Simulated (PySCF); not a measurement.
**C$_{2}$H$_{3}$AlO$_{2}$: geometry relaxation**

System: C$_{2}$H$_{3}$AlO$_{2}$.
Method: PBE0-D3(BJ)/def2-SVP geometry optimisation, gas phase (PySCF 2.14.0).

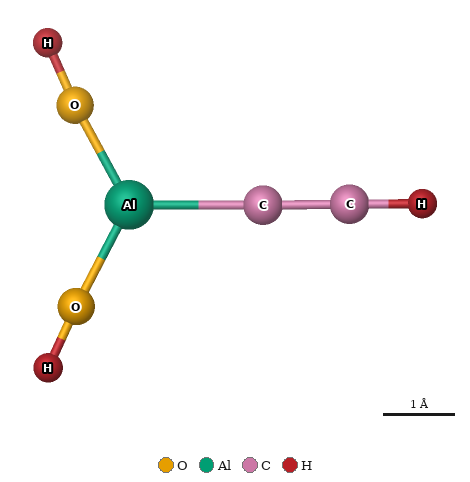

The structure as given in the input (ball-and-stick view, seen on its broad side). Sticks mark near contacts. Bond lengths as drawn: Al–C 1.91 Å, Al–O 1.62 to 1.63 Å, C–C 1.23 Å, C–H 1.04 Å and H–O 0.96 to 0.97 Å.

## Key numbers

```csv
quantity,value
outcome,converged
total energy,−470.328646 hartree
dipole moment,1.41 D
point group,Cs
hardware,"1 CPU thread, shared host"
wall time,72 s
peak memory,0.45 GiB
```

## Input file
```
{"job": {"xc": "PBE0", "basis": "def2-SVP", "d3": "d3bj", "grid": 2, "kind": "geom", "shake": 0.01}, "charge": 0, "multiplicity": 1}
O      0.377973     1.989104     0.131487
Al     0.457014     0.419905    -0.267430
O      1.584614    -0.219768    -1.262519
C     -0.819062    -0.778477     0.485951
C     -1.673071    -1.537443     0.948689
H      0.243651     2.920024     0.386241
H      2.245595    -0.640938    -1.815171
H     -2.370638    -2.180959     1.364851
```

The first line tells a small driver script what to run in PySCF; the rest is the geometry in Å.

Run as:
```bash
OMP_NUM_THREADS=1 python <driver script> task.json out
```

## Output
```
step   0  E = -470.31636686  max force = 0.055467
step   1  E = -470.32141399  max force = 0.013888
step   2  E = -470.32195141  max force = 0.006748
step   3  E = -470.32225112  max force = 0.011336
step   4  E = -470.32335558  max force = 0.010632
step   5  E = -470.30929309  max force = 0.030249
step   6  E = -470.32442839  max force = 0.009557
step   7  E = -470.32245183  max force = 0.023301
step   8  E = -470.32490185  max force = 0.008685
step   9  E = -470.32389057  max force = 0.014670
step  10  E = -470.32506562  max force = 0.006389
step  11  E = -470.32542001  max force = 0.005830
step  12  E = -470.32579792  max force = 0.006164
step  13  E = -470.32636834  max force = 0.006395
step  14  E = -470.32729103  max force = 0.006811
step  15  E = -470.32819029  max force = 0.005873
step  16  E = -470.32832872  max force = 0.004690
step  17  E = -470.32846710  max force = 0.004981
step  18  E = -470.32856914  max force = 0.002472
step  19  E = -470.32861221  max force = 0.001240
step  20  E = -470.32862238  max force = 0.000726
step  21  E = -470.32863261  max force = 0.000739
step  22  E = -470.32863946  max force = 0.000948
step  23  E = -470.32864265  max force = 0.000858
step  24  E = -470.32864372  max force = 0.000423
step  25  E = -470.32864563  max force = 0.000308
optimisation converged
```

## Trajectory as extended XYZ (Å, eV, eV/Å), 26 frames, from step=0 to step=25
```
8
Properties=species:S:1:pos:R:3:forces:R:3 step=0 energy=-12797.96021
O     0.3780    1.9891    0.1315   -0.2040   2.8522   0.6776
Al    0.4570    0.4199   -0.2674   -0.5569  -1.1217   0.2672
O     1.5846   -0.2198   -1.2625    1.1469  -0.5650  -0.9938
C    -0.8191   -0.7785    0.4859   -0.9594  -0.7462   0.4305
C    -1.6731   -1.5374    0.9487    2.1257   1.8495  -1.0922
H     0.2437    2.9200    0.3862    0.2222  -1.5317  -0.4198
H     2.2456   -0.6409   -1.8152   -0.5462   0.3673   0.4549
H    -2.3706   -2.1810    1.3648   -1.2285  -1.1045   0.6754
8
Properties=species:S:1:pos:R:3:forces:R:3 step=1 energy=-12798.09755
O     0.4278    2.0155    0.1559    0.5228  -0.5791  -0.4665
Al    0.4613    0.4020   -0.2475    0.0130  -0.1779  -0.1328
O     1.6413   -0.1446   -1.2758   -0.3066  -0.0139   0.2236
C    -0.8360   -0.8276    0.4156    0.1774   0.1961  -0.0181
C    -1.6659   -1.5841    0.8891   -0.2243  -0.1931   0.0872
H     0.0678    2.7716    0.5673   -0.4864   0.7141   0.5006
H     2.3543   -0.4055   -1.8320    0.2144  -0.0154  -0.1479
H    -2.4043   -2.2553    1.2996    0.0896   0.0691  -0.0460
8
Properties=species:S:1:pos:R:3:forces:R:3 step=2 energy=-12798.11217
O     0.4294    2.0176    0.1550    0.1165   0.3470  -0.0384
Al    0.4511    0.4098   -0.2827    0.0329  -0.1287   0.0804
O     1.6392   -0.1637   -1.2828   -0.0554  -0.0725  -0.0265
C    -0.8350   -0.8123    0.4056   -0.0577   0.0047   0.0370
C    -1.6604   -1.5703    0.8895    0.0077   0.0121  -0.0412
H     0.0454    2.7634    0.6059   -0.0491  -0.2398  -0.0273
H     2.3664   -0.4303   -1.8257   -0.0019   0.0791   0.0100
H    -2.3897   -2.2422    1.3074    0.0070  -0.0019   0.0061
8
Properties=species:S:1:pos:R:3:forces:R:3 step=3 energy=-12798.12033
O     0.4441    2.0181    0.1491    0.0253   0.5829   0.1497
Al    0.4932    0.3953   -0.2412   -0.1850  -0.0130  -0.0738
O     1.6406   -0.1749   -1.2863    0.1064  -0.1532  -0.0714
C    -0.8203   -0.8069    0.4280   -0.0663  -0.0906   0.1277
C    -1.6643   -1.5580    0.8921    0.1168   0.0963  -0.0849
H     0.0036    2.7435    0.5957    0.1184  -0.4991  -0.1606
H     2.3554   -0.4210   -1.8581   -0.0700   0.1126   0.0903
H    -2.4059   -2.2242    1.2929   -0.0456  -0.0358   0.0230
8
Properties=species:S:1:pos:R:3:forces:R:3 step=4 energy=-12798.15038
O     0.4823    2.0219    0.1263   -0.0287   0.5467   0.1803
Al    0.5083    0.3865   -0.2467   -0.2657   0.0663  -0.0034
O     1.6402   -0.1935   -1.2986    0.2032  -0.2506  -0.1612
C    -0.8192   -0.7881    0.4451   -0.0604  -0.1197   0.0966
C    -1.6729   -1.5315    0.9042    0.1792   0.1366  -0.0970
H    -0.0423    2.6634    0.6132    0.1627  -0.4472  -0.1753
H     2.3677   -0.3932   -1.8739   -0.0986   0.1301   0.1158
H    -2.4177   -2.1935    1.3025   -0.0916  -0.0622   0.0442
8
Properties=species:S:1:pos:R:3:forces:R:3 step=5 energy=-12797.76772
O     0.6325    2.0867    0.0516   -0.4651  -0.9987   0.1206
Al    0.5406    0.4008   -0.2780    0.4989   0.0324  -0.3179
O     1.6257   -0.2230   -1.3376    0.5217  -0.8227  -0.5894
C    -0.8224   -0.6607    0.5290    0.0108   0.0764  -0.0967
C    -1.7058   -1.3813    0.9659    0.3153   0.1865  -0.0738
H    -0.1699    1.9376    0.5648   -0.6068   1.5555   0.8075
H     2.4027   -0.1536   -1.8805   -0.0503   0.1041   0.0502
H    -2.4571   -2.0346    1.3570   -0.2245  -0.1334   0.0995
8
Properties=species:S:1:pos:R:3:forces:R:3 step=6 energy=-12798.17958
O     0.5765    2.0467    0.0726   -0.1678  -0.0852   0.0997
Al    0.5231    0.3839   -0.2820   -0.1246   0.1744   0.1107
O     1.6371   -0.2272   -1.3272    0.3013  -0.4914  -0.3344
C    -0.8229   -0.7269    0.4833    0.0125  -0.0266  -0.0583
C    -1.6913   -1.4551    0.9370    0.1868   0.1142  -0.0513
H    -0.1391    2.3474    0.6354   -0.0297   0.2776   0.1138
H     2.4026   -0.2869   -1.8844   -0.0383   0.1188   0.0531
H    -2.4396   -2.1099    1.3374   -0.1401  -0.0817   0.0667
8
Properties=species:S:1:pos:R:3:forces:R:3 step=7 energy=-12798.12579
O     0.5124    2.0264    0.1026    0.9596  -0.9960  -1.1982
Al    0.4215    0.4019   -0.3556    0.2421   0.0835   0.4837
O     1.6410   -0.1871   -1.3057   -0.4437  -0.2147   0.0635
C    -0.8601   -0.7798    0.4243    0.2410   0.2994  -0.3574
C    -1.6811   -1.5310    0.9168   -0.3137  -0.2888   0.1860
H    -0.0085    2.5671    0.6446   -1.0967   0.9866   1.0789
H     2.4259   -0.3221   -1.8050    0.3351   0.0557  -0.2291
H    -2.4047   -2.2036    1.3502    0.0763   0.0743  -0.0272
8
Properties=species:S:1:pos:R:3:forces:R:3 step=8 energy=-12798.19246
O     0.5396    2.0361    0.0936    0.3922  -0.3018  -0.4267
Al    0.4884    0.3889   -0.3105   -0.0454   0.1840   0.2727
O     1.6386   -0.2251   -1.3235   -0.0446  -0.3116  -0.1024
C    -0.8339   -0.7496    0.4578    0.1144   0.0734  -0.1697
C    -1.6845   -1.4862    0.9270   -0.0385  -0.0596   0.0494
H    -0.0871    2.4765    0.6489   -0.4466   0.3101   0.4112
H     2.4098   -0.3213   -1.8615    0.1081   0.1137  -0.0598
H    -2.4246   -2.1474    1.3404   -0.0396  -0.0082   0.0251
8
Properties=species:S:1:pos:R:3:forces:R:3 step=9 energy=-12798.16494
O     0.5210    2.0262    0.1081   -0.5172   0.6402   0.5823
Al    0.5701    0.3672   -0.2351   -0.4381   0.3365  -0.0640
O     1.6316   -0.2661   -1.3327    0.4097  -0.2827  -0.2461
C    -0.7953   -0.7423    0.4813   -0.1807  -0.3388   0.1675
C    -1.6777   -1.4647    0.9235    0.3722   0.2715  -0.1485
H    -0.1343    2.5185    0.6440    0.7543  -0.7006  -0.6049
H     2.3701   -0.3567   -1.9290   -0.2323   0.1726   0.2478
H    -2.4391   -2.1103    1.3120   -0.1680  -0.0986   0.0659
8
Properties=species:S:1:pos:R:3:forces:R:3 step=10 energy=-12798.19692
O     0.5294    2.0335    0.1010   -0.2307   0.2606   0.2404
Al    0.5306    0.3791   -0.2745   -0.2330   0.2543   0.1021
O     1.6376   -0.2487   -1.3289    0.2182  -0.2909  -0.1934
C    -0.8133   -0.7445    0.4686   -0.0795  -0.1762   0.0244
C    -1.6805   -1.4744    0.9245    0.2179   0.1554  -0.0795
H    -0.1217    2.4901    0.6508    0.3285  -0.2953  -0.2654
H     2.3957   -0.3361   -1.8953   -0.1130   0.1523   0.1224
H    -2.4315   -2.1271    1.3260   -0.1084  -0.0602   0.0488
8
Properties=species:S:1:pos:R:3:forces:R:3 step=11 energy=-12798.20656
O     0.5387    2.0328    0.0942   -0.0555   0.0575   0.0500
Al    0.5180    0.3784   -0.2858   -0.1216   0.2184   0.1060
O     1.6372   -0.2486   -1.3306    0.0726  -0.2998  -0.1142
C    -0.8203   -0.7476    0.4666    0.0004  -0.0821  -0.0440
C    -1.6840   -1.4767    0.9277    0.0889   0.0569  -0.0127
H    -0.1124    2.4686    0.6494    0.0844  -0.0734  -0.0524
H     2.4046   -0.3075   -1.8850   -0.0156   0.1447   0.0442
H    -2.4354   -2.1276    1.3357   -0.0537  -0.0222   0.0230
8
Properties=species:S:1:pos:R:3:forces:R:3 step=12 energy=-12798.21684
O     0.5477    2.0290    0.0870    0.0643  -0.0914  -0.0895
Al    0.5082    0.3741   -0.2964   -0.0168   0.1936   0.0947
O     1.6344   -0.2601   -1.3351   -0.0359  -0.3169  -0.0590
C    -0.8252   -0.7526    0.4632    0.0404  -0.0252  -0.0833
C    -1.6872   -1.4780    0.9313    0.0005  -0.0014   0.0336
H    -0.1040    2.4446    0.6493   -0.0876   0.0847   0.1030
H     2.4137   -0.2623   -1.8747    0.0472   0.1564  -0.0018
H    -2.4413   -2.1228    1.3475   -0.0120   0.0003   0.0022
8
Properties=species:S:1:pos:R:3:forces:R:3 step=13 energy=-12798.23236
O     0.5559    2.0211    0.0788    0.1645  -0.1986  -0.2038
Al    0.5000    0.3662   -0.3064    0.0704   0.1542   0.0715
O     1.6301   -0.2827   -1.3412   -0.1354  -0.3289  -0.0045
C    -0.8291   -0.7627    0.4565    0.0738   0.0290  -0.1075
C    -1.6904   -1.4815    0.9344   -0.0916  -0.0573   0.0803
H    -0.0909    2.4270    0.6481   -0.2193   0.1969   0.2243
H     2.4195   -0.1990   -1.8591    0.1038   0.1831  -0.0382
H    -2.4488   -2.1165    1.3612    0.0340   0.0216  -0.0222
8
Properties=species:S:1:pos:R:3:forces:R:3 step=14 energy=-12798.25747
O     0.5661    2.0074    0.0664    0.2812  -0.2963  -0.3346
Al    0.4906    0.3535   -0.3199    0.1508   0.0548   0.0375
O     1.6248   -0.3217   -1.3506   -0.2410  -0.2973   0.0642
C    -0.8323   -0.7813    0.4421    0.1023   0.0995  -0.1176
C    -1.6926   -1.4888    0.9365   -0.2162  -0.1269   0.1422
H    -0.0678    2.4129    0.6447   -0.3502   0.3027   0.3499
H     2.4154   -0.1024   -1.8267    0.1733   0.2164  -0.0821
H    -2.4578   -2.1076    1.3797    0.0999   0.0472  -0.0595
8
Properties=species:S:1:pos:R:3:forces:R:3 step=15 energy=-12798.28194
O     0.5745    1.9865    0.0506    0.2385  -0.2101  -0.2846
Al    0.4845    0.3358   -0.3324    0.2039  -0.2140  -0.0683
O     1.6229   -0.3790   -1.3627   -0.2879  -0.0352   0.1671
C    -0.8319   -0.8136    0.4138    0.0628   0.1498  -0.0492
C    -1.6916   -1.5029    0.9340   -0.3020  -0.1563   0.1736
H    -0.0327    2.4221    0.6384   -0.2661   0.2379   0.2698
H     2.3854    0.0215   -1.7691    0.1854   0.1662  -0.1082
H    -2.4648   -2.0984    1.3995    0.1654   0.0617  -0.1003
8
Properties=species:S:1:pos:R:3:forces:R:3 step=16 energy=-12798.28571
O     0.5886    1.9763    0.0379    0.0847  -0.1546  -0.1494
Al    0.4831    0.3226   -0.3358    0.2154  -0.2292  -0.0862
O     1.6303   -0.3838   -1.3692   -0.2412   0.0363   0.1540
C    -0.8367   -0.8237    0.4111    0.0228   0.1290  -0.0141
C    -1.6983   -1.5073    0.9376   -0.2138  -0.0982   0.1143
H    -0.0224    2.4049    0.6324   -0.1444   0.1750   0.1585
H     2.3724    0.0833   -1.7473    0.1410   0.0986  -0.0960
H    -2.4707   -2.1002    1.4054    0.1354   0.0431  -0.0811
8
Properties=species:S:1:pos:R:3:forces:R:3 step=17 energy=-12798.28947
O     0.5820    1.9680    0.0401   -0.1300   0.0710   0.1140
Al    0.4870    0.3124   -0.3201    0.2561  -0.1914  -0.2160
O     1.6382   -0.3730   -1.3679   -0.1465   0.1114   0.1397
C    -0.8410   -0.8342    0.4109   -0.0340   0.0529   0.0656
C    -1.7053   -1.5147    0.9397   -0.0465  -0.0061  -0.0018
H    -0.0179    2.4325    0.6298    0.0948  -0.0566  -0.0906
H     2.3773    0.0940   -1.7613   -0.0524   0.0115   0.0217
H    -2.4738   -2.1132    1.4011    0.0584   0.0074  -0.0326
8
Properties=species:S:1:pos:R:3:forces:R:3 step=18 energy=-12798.29225
O     0.5831    1.9656    0.0413   -0.0663  -0.0364   0.0468
Al    0.4946    0.3067   -0.3172    0.1271  -0.0366  -0.1179
O     1.6399   -0.3664   -1.3702   -0.0680   0.0247   0.0685
C    -0.8398   -0.8291    0.4187   -0.0101   0.0386   0.0494
C    -1.7062   -1.5110    0.9415   -0.0065  -0.0077  -0.0239
H    -0.0260    2.4158    0.6298    0.0342   0.0066  -0.0240
H     2.3715    0.1091   -1.7657   -0.0203   0.0170   0.0031
H    -2.4707   -2.1188    1.3940    0.0100  -0.0061  -0.0019
8
Properties=species:S:1:pos:R:3:forces:R:3 step=19 energy=-12798.29342
O     0.5769    1.9611    0.0465    0.0179  -0.0638  -0.0201
Al    0.4988    0.3032   -0.3166   -0.0048   0.0343  -0.0169
O     1.6397   -0.3641   -1.3723   -0.0032  -0.0029   0.0144
C    -0.8373   -0.8287    0.4214    0.0054   0.0264   0.0371
C    -1.7031   -1.5140    0.9406   -0.0043  -0.0286  -0.0252
H    -0.0268    2.4188    0.6322   -0.0179   0.0227   0.0214
H     2.3619    0.1261   -1.7667    0.0101   0.0115  -0.0181
H    -2.4636   -2.1306    1.3872   -0.0031   0.0004   0.0073
8
Properties=species:S:1:pos:R:3:forces:R:3 step=20 energy=-12798.29370
O     0.5744    1.9601    0.0493    0.0138  -0.0309  -0.0132
Al    0.4974    0.3038   -0.3169   -0.0315   0.0373   0.0182
O     1.6392   -0.3576   -1.3732    0.0191  -0.0226  -0.0129
C    -0.8367   -0.8289    0.4249    0.0055   0.0139   0.0246
C    -1.7009   -1.5195    0.9400    0.0044  -0.0229  -0.0253
H    -0.0272    2.4213    0.6346   -0.0120   0.0119   0.0146
H     2.3594    0.1335   -1.7703    0.0027   0.0088  -0.0123
H    -2.4592   -2.1409    1.3838   -0.0019   0.0044   0.0063
8
Properties=species:S:1:pos:R:3:forces:R:3 step=21 energy=-12798.29398
O     0.5699    1.9603    0.0543    0.0085   0.0196  -0.0018
Al    0.4949    0.3064   -0.3152   -0.0380   0.0098   0.0312
O     1.6366   -0.3492   -1.3753    0.0265  -0.0180  -0.0223
C    -0.8337   -0.8308    0.4305    0.0072   0.0019   0.0062
C    -1.6946   -1.5313    0.9374    0.0051  -0.0136  -0.0152
H    -0.0280    2.4276    0.6388   -0.0027  -0.0039   0.0045
H     2.3515    0.1478   -1.7755   -0.0073   0.0001  -0.0054
H    -2.4503   -2.1590    1.3772    0.0008   0.0042   0.0028
8
Properties=species:S:1:pos:R:3:forces:R:3 step=22 energy=-12798.29416
O     0.5648    1.9639    0.0612    0.0023   0.0488   0.0057
Al    0.4922    0.3115   -0.3110   -0.0259  -0.0148   0.0251
O     1.6317   -0.3385   -1.3779    0.0184  -0.0082  -0.0160
C    -0.8282   -0.8330    0.4381    0.0048  -0.0115  -0.0109
C    -1.6848   -1.5473    0.9333    0.0066   0.0029  -0.0014
H    -0.0319    2.4338    0.6449    0.0039  -0.0124  -0.0007
H     2.3399    0.1639   -1.7836   -0.0120  -0.0041  -0.0006
H    -2.4374   -2.1825    1.3672    0.0019  -0.0006  -0.0011
8
Properties=species:S:1:pos:R:3:forces:R:3 step=23 energy=-12798.29425
O     0.5599    1.9697    0.0683   -0.0038   0.0441   0.0071
Al    0.4900    0.3175   -0.3057   -0.0081  -0.0190   0.0106
O     1.6259   -0.3280   -1.3804    0.0070   0.0037  -0.0035
C    -0.8219   -0.8356    0.4445    0.0024  -0.0176  -0.0212
C    -1.6739   -1.5628    0.9287    0.0060   0.0148   0.0109
H    -0.0380    2.4380    0.6522    0.0075  -0.0138  -0.0018
H     2.3274    0.1792   -1.7918   -0.0115  -0.0053   0.0010
H    -2.4231   -2.2061    1.3564    0.0005  -0.0068  -0.0031
8
Properties=species:S:1:pos:R:3:forces:R:3 step=24 energy=-12798.29428
O     0.5548    1.9759    0.0752   -0.0083   0.0200   0.0044
Al    0.4882    0.3232   -0.3012    0.0048  -0.0081  -0.0008
O     1.6209   -0.3179   -1.3825   -0.0002   0.0108   0.0053
C    -0.8163   -0.8387    0.4476   -0.0021  -0.0180  -0.0217
C    -1.6638   -1.5759    0.9244    0.0063   0.0194   0.0162
H    -0.0454    2.4395    0.6605    0.0082  -0.0106  -0.0004
H     2.3170    0.1927   -1.7988   -0.0077  -0.0040   0.0004
H    -2.4092   -2.2268    1.3470   -0.0011  -0.0096  -0.0034
8
Properties=species:S:1:pos:R:3:forces:R:3 step=25 energy=-12798.29433
O     0.5497    1.9803    0.0808   -0.0108  -0.0054   0.0011
Al    0.4867    0.3274   -0.2991    0.0100   0.0061  -0.0059
O     1.6184   -0.3093   -1.3841   -0.0022   0.0124   0.0076
C    -0.8125   -0.8423    0.4464   -0.0050  -0.0125  -0.0152
C    -1.6564   -1.5846    0.9213    0.0063   0.0159   0.0140
H    -0.0523    2.4382    0.6687    0.0074  -0.0063   0.0012
H     2.3111    0.2035   -1.8031   -0.0034  -0.0016  -0.0009
H    -2.3983   -2.2412    1.3413   -0.0023  -0.0086  -0.0020
```

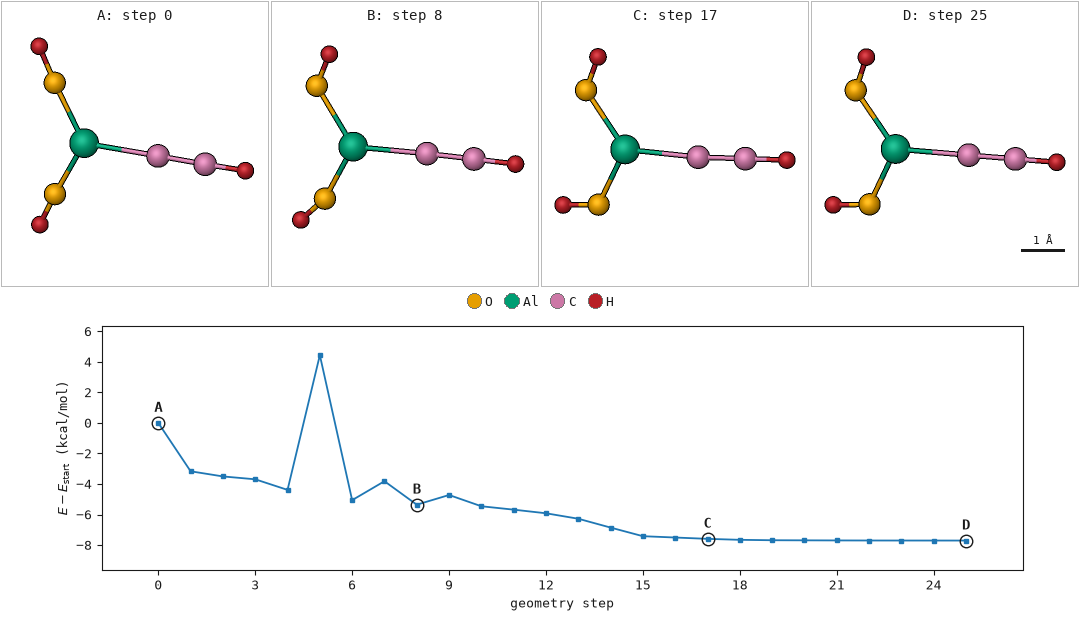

Frames of the relaxation (ball-and-stick view, seen at a tilt) above the curves, on which the letters mark them (steps are counted from 0).

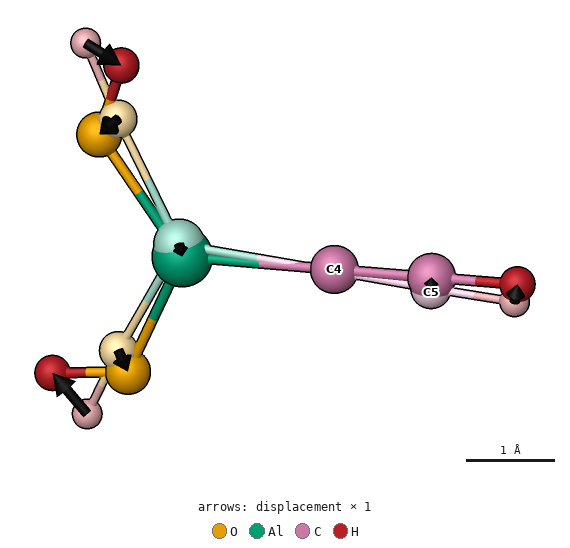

Start (faint) and end (solid) with the displacements as black arrows, at true length (ball-and-stick view, seen at a tilt). The two geometries are laid on each other by the best rigid fit. After 25 geometry steps the energy has fallen by 7.71 kcal/mol. Largest force component: 2.9 eV/Å at the start, 0.016 eV/Å at the end. H7 moves most after the best rigid fit: 0.61 Å. Largest moves by element: H 0.61 Å, O 0.32 Å, Al 0.15 Å, C 0.14 Å. Among the contacts that change: O1–Al2 1.621 → 1.697 Å, Al2–O3 1.634 → 1.692 Å, C5–H8 1.036 → 1.076 Å, O1–H6 0.974 → 0.958 Å. Among the angles that change: Al2–O3–H7 176.7° → 124.2°, Al2–O1–H6 174.8° → 125.4°, O1–Al2–O3 124.2° → 119.0°. (Atoms are counted from 1 in the order of the input.)
